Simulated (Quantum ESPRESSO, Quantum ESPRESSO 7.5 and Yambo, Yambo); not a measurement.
# How the form of the self-energy moves the gap of TiO2 (Anatase)

How much does the gap of TiO2 (Anatase) depend on the approximation to the self-energy?

Main program and level: Quantum ESPRESSO 7.5 and Yambo 5.3.0; PBE and many-body steps on it, plane waves.

**Experimental background.**

- Gap 3.28 ± 0.13 eV: indirect allowed optical gap from Tauc plot; UV/vis diffuse reflectance, Kubelka-Munk and Tauc analysis; film (30 nm ALD shell on quartz particles, grown at 100 C, annealed in air at 500 C) on SiO2 (quartz particles) (“Defect-Mediated Crystallization of the Particulate TiO2 Photocatalyst Grown by Atomic Layer Deposition”, 2024, pmc:11726664).

- Gap 3.21 eV: optical gap from Tauc plot; UV-vis diffuse reflectance, Tauc plot; powder (“IrO2 Oxygen Evolution Catalysts Prepared by an Optimized Photodeposition Process on TiO2 Substrates”, 2024, pmc:11124129).

- Gap 3.18 ± 0.03 eV: direct optical gap from Kubelka-Munk plot; UV-Vis diffuse reflectance; 300 K; powder (“Effect of Ethylene Glycol: Citric Acid Molar Ratio and pH on the Morphology, Vibrational, Optical and Electronic Properties of TiO2 and CuO Powders Synthesized by Pechini Method”, 2022, pmc:9369947).

- Gap 3.98 eV: direct quasiparticle gap around Gamma; experiment quoted from earlier work; bulk crystal (anatase, value from earlier experiment) (quoted in “Giant exciton Mott density in anatase TiO2”, 2020, arxiv:2007.10051).

- Gap 3.17 eV: gap from valence band edge and flat band potential; valence-band XPS and Mott-Schottky plots; film (“Enhancement of Titania Photoanode Performance by Sandwiching Copper between Two Titania Layers”, 2020, pmc:7579609).

This is a selection; 13 further reports are not listed.

## Step 1: The starting structure

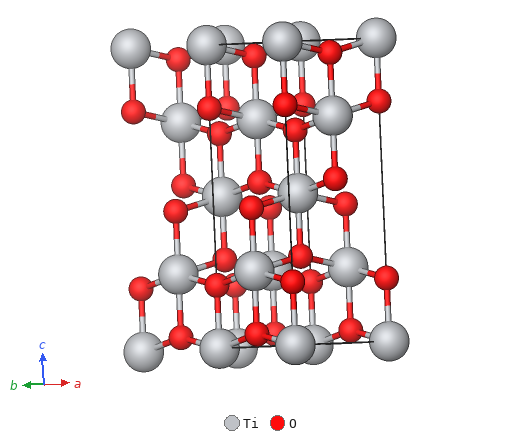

The starting structure, seen from a free direction (titanium light grey, oxygen red). 1×2×1 cells are drawn. This picture shows the conventional cell, with its axes. Some periodic images of atoms are drawn too.

As a file:

```cif
data_structure
_symmetry_space_group_name_H-M 'P 1'
_symmetry_Int_Tables_number 1
_cell_length_a 5.4582
_cell_length_b 5.4582
_cell_length_c 5.4582
_cell_angle_alpha 139.435
_cell_angle_beta 139.435
_cell_angle_gamma 58.713
_cell_volume 68.13
loop_
_atom_site_label
_atom_site_type_symbol
_atom_site_fract_x
_atom_site_fract_y
_atom_site_fract_z
_atom_site_occupancy
Ti1 Ti 0.00000 0.00000 0.00000 1
Ti2 Ti 0.75000 0.25000 0.50000 1
O3 O 0.20810 0.20810 0.00000 1
O4 O 0.95810 0.45810 0.50000 1
O5 O 0.54190 0.04190 0.50000 1
O6 O 0.79190 0.79190 0.00000 1
```

The cell and positions come from the Crystallography Open Database and are kept as given unless a step says otherwise.

## Step 2: Empty states on the mesh, 4×4×4 mesh, 461 bands

This step: Quantum ESPRESSO 7.5; DFT, PBE, plane waves, norm-conserving pseudopotentials.

The sums over transitions need many empty states on a uniform mesh; this step solves for them.

Contents of pw.in:

```
&control
  calculation = 'nscf'
  prefix = 'x'
  outdir = 'o'
  pseudo_dir = 'pseudo'
/
&system
  ibrav = 0
  nat = 6
  ntyp = 2
  ecutwfc = 76.0
  nbnd = 461
  force_symmorphic = .true.
/
&electrons
  conv_thr = 1e-9
  electron_maxstep = 80
  diago_full_acc = .true.
  diago_thr_init = 5e-6
/
ATOMIC_SPECIES
  Ti 47.867 Ti.upf
  O 15.999 O.upf
CELL_PARAMETERS angstrom
  -1.8921000000 1.8921000000 4.7573000000
  1.8921000000 -1.8921000000 4.7573000000
  1.8921000000 1.8921000000 -4.7573000000
ATOMIC_POSITIONS crystal
  Ti 0.0000000000 0.0000000000 0.0000000000
  Ti 0.7500000000 0.2500000000 0.5000000000
  O 0.2081000000 0.2081000000 0.0000000000
  O 0.9581000000 0.4581000000 0.5000000000
  O 0.5419000000 0.0419000000 0.5000000000
  O 0.7919000000 0.7919000000 0.0000000000
K_POINTS automatic
  4 4 4 0 0 0
```

Command:

```
$ OMP_NUM_THREADS=1 mpirun -n 8 pw.x -nk 4 -in pw.in > pw.out
```

Output:

```text
Program PWSCF v.7.5 starts

     This program is part of the open-source Quantum ESPRESSO suite
     for quantum simulation of materials; please cite
         "P. Giannozzi et al., J. Phys.:Condens. Matter 21 395502 (2009);
         "P. Giannozzi et al., J. Phys.:Condens. Matter 29 465901 (2017);
         "P. Giannozzi et al., J. Chem. Phys. 152 154105 (2020);
     in publications or presentations arising from this work. More details at

     Atomic positions and unit cell read from directory:
     o/x.save/

     Message from routine setup:
[...]
46.8734  46.8734  47.5100  47.5100  48.5639  48.5639  49.7923  49.7923
     [... 46 further rows ...]
   193.6911 193.6911 194.1113 194.1113 195.0283 195.0283 195.3368 195.3368
   197.0725 197.0725 197.8203 197.8203 198.1085

          k = 0.3606 0.0000 0.1434 (  5139 PWs)   bands (ev):

     [... further k-points ...]

     highest occupied, lowest unoccupied level (ev):     7.2976    9.4863

     XML data file, pseudopotentials, collected wavefunctions

=------------------------------------------------------------------------------=
   JOB DONE.
=------------------------------------------------------------------------------=
```

The job ended after 97 s (8 MPI ranks of Arm Neoverse V2, shared host; peak memory 1.4 GiB; 13 min of CPU time).

Numbers from this step:

| Quantity | Value |
| --- | --- |
| gap | 2.189 eV |
| k of the valence top | 0, 0, -0.5 |
| k of the conduction bottom | 0, 0, 0 |
| least direct gap | 2.492 eV |
| k points computed | 13 |
| lowest point of the top converged band, above the valence top | 188.0028 eV |

On this mesh the gap is 2.189 eV.

The density comes from a self-consistent run that is not shown.

## Step 3: Conversion and set-up

This step: Yambo 5.3.0; conversion and set-up on PBE, plane waves, norm-conserving pseudopotentials.

The states are converted to the many-body program's format and the q mesh is built.

Command:

```
$ (cd o/x.save; p2y > p2y.log; mv SAVE ../..); yambo > setup.log
```

Output:

```text
 Yambo, version 5.3.0

 [02] CORE Variables Setup
 =========================

  [02.01] Unit cells
  ==================

  Cell kind             :  Unknown
  Atoms in the cell     :  Ti  O
  number of Ti atoms    :  2
  number of O  atoms    :   4

  List of atomic masses
  Mass of Ti    :  47.86700
  Mass of O     :  15.99900

  List of atomic coordinates    : [cc]
  Ti1       :  0.000000  0.000000  0.000000  order 1
  Ti2       :  0.000000  3.575551  4.494997  order 2
  O1       : -0.69697E-16  0.69697E-16   3.7416      order 3
[...]
Q [ 1]         [rlu]:  0.000000  0.000000  0.000000
 Q [ 2]         [rlu]:  0.55297E-17  0.72474E-16  0.25000
 Q [ 3]         [rlu]: -0.74239E-16 -0.81769E-16 -0.50000
[...]
Q [ 8]         [rlu]:  0.250000  0.250000  0.250000
 Q [ 9]         [rlu]:  0.250000  0.250000 -0.250000
 Q [10]         [rlu]:  0.250000  0.500000 -0.500000
 Q [11]         [rlu]:  0.250000 -0.250000  0.250000
 Q [12]         [rlu]:  0.250000  0.750000 -0.500000
 Q [13]         [rlu]:  0.500000  0.500000 -0.500000

  [03.01] X indexes
  =================

   [03.01.01] Sigma indexes
   ========================

 [06] Game Over & Game summary
```

It took 2.5 s on 1 MPI rank; peak memory 0.24 GiB.

## Step 4: G0W0, Godby-Needs plasmon pole

G0W0 replaces the xc potential by the self-energy, built once from these orbitals. Only a window of levels is corrected, while the sums run over the empty bands that the input names.

This step: G0W0 on PBE, plane waves, norm-conserving pseudopotentials.

Contents of gw2.in:

```
HF_and_locXC
gw0
dyson
ppa
em1d
rim_cut
RandQpts= 1000000
RandGvec= 1 RL
EXXRLvcs= 76 Ry
VXCRLvcs= 304 Ry
Chimod= "HARTREE"
% BndsRnXp
 1 | 202 |
%
NGsBlkXp= 13 Ry
% LongDrXp
 1 | 1 | 1 |
%
% GbndRnge
 1 | 202 |
%
DysSolver= "n"
ExtendOut
PPAPntXp= 27.21138 eV
% QPkrange
 3 | 3 | 23 | 26 |
 1 | 1 | 23 | 26 |
 9 | 9 | 23 | 26 |
%
```

Command:

```
$ OMP_NUM_THREADS=1 mpirun -n 8 yambo -F gw2.in -J gw2 -C gw2 > gw2.log
```

Output:

```text
 Yambo, version 5.3.0

 [02] CORE Variables Setup
 =========================

  [... cell, symmetries and grids as in the set-up ...]

  [02.05] Energies & Occupations
  ==============================

  [X] === General ===
  [X] Electronic Temperature                        :  0.000000  0.000000 [eV K]
  [X] Bosonic    Temperature                        :  0.000000  0.000000 [eV K]
  [X] Finite Temperature mode                       : no
  [X] El. density                                   :  0.70458E+24 [cm-3]
  [X] Fermi Level                                   :  7.297606 [eV]

  [X] === Gaps and Widths ===
  [X] Conduction Band Min                           :  2.188734 [eV]
  [X] Valence Band Max                              :  0.000000 [eV]
  [X] Filled Bands                                  :  24
  [X] Empty Bands                                   :    25   461
  [X] Direct Gap                                    :  2.491719 [eV]
  [X] Direct Gap localized at k                     :   9
  [X] Indirect Gap                                  :  2.188734 [eV]
  [X] Indirect Gap between kpts                     :  3  1
  [X] Last valence band width                       :  0.810353 [eV]
  [X] 1st conduction band width                     :  1.464956 [eV]

 [03] Transferred momenta grid and indexing
 ==========================================

 IBZ Q-points                                      :  13
 BZ  Q-points                                      :   64

 K/Q-points units:
 rlu = crystal or reduced units; cc = cartesian coordinates; iku = interal k-units

 Q [ 1]         [rlu]:  0.000000  0.000000  0.000000
 Q [ 2]         [rlu]:  0.55297E-17  0.72474E-16  0.25000
 Q [ 3]         [rlu]: -0.74239E-16 -0.81769E-16 -0.50000
 Q [ 4]         [rlu]:  0.79654E-16  0.25000     -0.51899E-16
 Q [ 5]         [rlu]:  0.22222E-16  0.25000      0.25000
 Q [ 6]         [rlu]:  0.43097E-16 -0.50000     -0.43097E-16
 Q [ 7]         [rlu]:  0.55054E-16 -0.50000      0.25000
 Q [ 8]         [rlu]:  0.250000  0.250000  0.250000
 Q [ 9]         [rlu]:  0.250000  0.250000 -0.250000
 Q [10]         [rlu]:  0.250000  0.500000 -0.500000
 Q [11]         [rlu]:  0.250000 -0.250000  0.250000
 Q [12]         [rlu]:  0.250000  0.750000 -0.500000
 Q [13]         [rlu]:  0.500000  0.500000 -0.500000

 [04] Coloumb potential Random Integration (RIM)
 ===============================================

  [04.01] RIM initialization
  ==========================

  * Diagonal components only detected *

  8 x (sBL volume)        :  0.067444 [a.u.]
  sBZ random points       :  1000000
  Points outside the sBZ  :   7980549
  RL volume               :  0.539553 [a.u.]
  Integrated volume       :  0.540868 [a.u.]

  [04.02] RIM integrals
  =====================

  Gamma point sphere radius             :  0.073836 [a.u.]
  Points outside the sphere             :   800449
  [Int_sBZ(q=0) 1/q^2]*(Vol_sBZ)^(-1/3) =:  7.663677
                                 should be <:  7.795600

  Summary of Coulomb integrals for non-metallic bands |Q|[au] RIM/Bare

  Q [1] 0.100000E-4 0.983077 * Q [9] 0.174727 0.940102
  Q [4] 0.236394 1.086547 * Q [2] 0.310643 1.080598
  Q [10] 0.341967 1.015211 * Q [13] 0.349454 0.987550
  Q [7] 0.356411 1.040044 * Q [11] 0.439316 1.032638
  Q [12] 0.467566 1.010968 * Q [6] 0.472788 1.024280
  Q [5] 0.498879 1.027191 * Q [3] 0.621287 1.019013
  Q [8] 0.645389 1.016315

 [WARNING] [Xp] User bands 1-202 break level degeneracy

 [05] Dipoles
 ============

  [05.01] Setup: observables and procedures
  =========================================

  [WARNING] [x,Vnl] slows the Dipoles computation. To neglect it rename the ns.kb_pp file

 [06] Dynamic Dielectric Matrix (PPA)
 ====================================

 [SLK-Inversion]  Pools        :  2
 [SLK-Inversion]  BLACS grid   :  2  2

 [WR./gw2//ndb.pp]---------------------------------------------------------------
  Brillouin Zone Q/K grids (IBZ/BZ)                :   13   64   13   64
  RL vectors                                       :   7681 [WF]
  Coulomb cutoff potential                         : none
  Electronic Temperature                           :  0.000000 [K]
  Bosonic    Temperature                           :  0.000000 [K]
  PPA    diel. fun.  energies                      : Perdew, Burke & Ernzerhof(X)+Perdew, Burke & Ernzerhof(C)
  wavefunctions                                    : Perdew, Burke & Ernzerhof(X)+Perdew, Burke & Ernzerhof(C)
  Global Gauge                                     : length
  X matrix size                                    :   363
  X band range                                     :    1  202
  X e/h energy range                               : -1.000000 -1.000000 [eV]
  X Time ordering                                  : R
  X Hxc Kernel                                     : HARTREE
  X Drude frequency                                :  0.000000  0.000000
  X poles                                          :  100.0000 [o/o]
  RL vectors in the sum                            :   7681
  [r,Vnl] included                                 : yes
  Field direction                                  :  0.577350E-5  0.577350E-5  0.577350E-5
  BZ energy Double Grid                            : no
  BZ energy DbGd points                            : 0
  BZ Q point size factor                           : -1.000000
  X Optical Averaged directions                    : none

 [07] Local Exchange-Correlation + Non-Local Fock
 ================================================

 [VXC] Plane waves :   41149
 [EXS] Plane waves :   5133

 QP @ state[ 1 ] K range:  1  1
 QP @ state[ 1 ] b range:  23  26
 QP @ state[ 2 ] K range:  3  3
 QP @ state[ 2 ] b range:  23  26
 QP @ state[ 3 ] K range:   9   9
 QP @ state[ 3 ] b range:  23  26

 [xc] Functional : Perdew, Burke & Ernzerhof(X)+Perdew, Burke & Ernzerhof(C)
 [xc] LIBXC used to calculate xc functional
  PP Number of Atomic Species                      :  2
  NLCC RL compoments                               :   41149
  PP Number of Atomic Species                      :  2
  NLCC RL compoments                               :   41149

 [xc] E_xc :  -28.61523 [Ha]
      E_xc :  -57.23046 [Ry]

  Local XC kind (lXC) : Perdew, Burke & Ernzerhof(X)+Perdew, Burke & Ernzerhof(C)
  Non-Local XC kind (nlXC) : Hartree-Fock

  Corrections @ K [1] :  [eV]
 <23|nlXC|23> = -24.44653 -0.31009E-17 <23|lXC|23> = -19.55036 -0.37763E-15
 <24|nlXC|24> = -24.44656 -0.46297E-17 <24|lXC|24> = -19.55036 -0.89997E-24
 <25|nlXC|25> = -11.85498  0.56827E-18 <25|lXC|25> = -19.33989 -0.37763E-15
 <26|nlXC|26> = -12.11651  0.63224E-18 <26|lXC|26> = -20.50579 -0.37763E-15

  Corrections @ K [3] :  [eV]
 <23|nlXC|23> = -24.83824 -0.30366E-17 <23|lXC|23> = -20.08193 -0.19511E-21
 <24|nlXC|24> = -24.83822  0.17025E-17 <24|lXC|24> = -20.08200 -0.37763E-15
[...]
Corrections @ K [9] :  [eV]
[...]
<24|nlXC|24> = -24.96824 -0.62298E-17 <24|lXC|24> = -20.28075 -0.94408E-16
 <25|nlXC|25> = -11.88004 -0.90318E-18 <25|lXC|25> = -19.48808  0.75527E-15
 <26|nlXC|26> = -12.06418  0.31388E-19 <26|lXC|26> = -20.30967  0.37763E-15

 [08] Dyson equation: Newton solver
 ==================================

  [08.01] G0W0 (W PPA)
  ====================

  [  GW  ] Bands range     :    1  202
  [GW/PPA] G damping       :  0.100000 [eV]

  QP @ state[ 1 ] K range:  1  1
  QP @ state[ 1 ] b range:  23  26
  QP @ state[ 2 ] K range:  3  3
  QP @ state[ 2 ] b range:  23  26
  QP @ state[ 3 ] K range:   9   9
  QP @ state[ 3 ] b range:  23  26

   Sc/G bands                                       :    1  202
   Sc/G damping                                     :  0.100000 ev
   Sc bands terminator                              : no
   Sx RL components                                 :   5133

   QP @ state[ 1 ] K range                          :  1  1
   QP @ state[ 1 ] b range                          :  23  26
   QP @ state[ 2 ] K range                          :  3  3
   QP @ state[ 2 ] b range                          :  23  26
   QP @ state[ 3 ] K range                          :   9   9
   QP @ state[ 3 ] b range                          :  23  26
   GF energies kind                                 : Perdew, Burke & Ernzerhof(X)+Perdew, Burke & Ernzerhof(C)
   GF WF`s kind                                     : Perdew, Burke & Ernzerhof(X)+Perdew, Burke & Ernzerhof(C)
   Xs energies kind                                 : Perdew, Burke & Ernzerhof(X)+Perdew, Burke & Ernzerhof(C)
   Xs WF`s kind                                     : Perdew, Burke & Ernzerhof(X)+Perdew, Burke & Ernzerhof(C)

 [11] Game Over & Game summary
```

Elapsed: 8.8 min, on 8 MPI ranks; peak memory 8.1 GiB; 70 min of CPU time.

Numbers from this step:

| Quantity | Value |
| --- | --- |
| G0W0 gap on the points computed | 3.665 eV |
| starting gap on the mesh | 2.189 eV |
| k of the valence top | 0, 0, -0.5 |
| k of the conduction bottom | 0, 0, 0 |
| least direct G0W0 gap on the computed points | 3.999 eV |
| Z at the valence top | 0.7576 |
| Z at the conduction bottom | 0.7790 |

The gap on the mesh goes from 2.19 eV to 3.66 eV, a correction of +1.48 eV.

(Continued in part 2 of 2.)

[Paths, hosts, dates, memory and timing lines, banners, echoed tables and standing remarks are left out of the program output.]

[Logs are printed without paths, hosts, clocks, repeated set-up lines and the standing remarks that a program may print on its own settings, such as how far it seeks lower states.]

[Runs of the session that timed out or met a known fault of the program may be left out.]

[Hosts, paths, dates, database ids (printed as entryN), source tags and the programs' standing remarks are cut or masked in the printed files.]
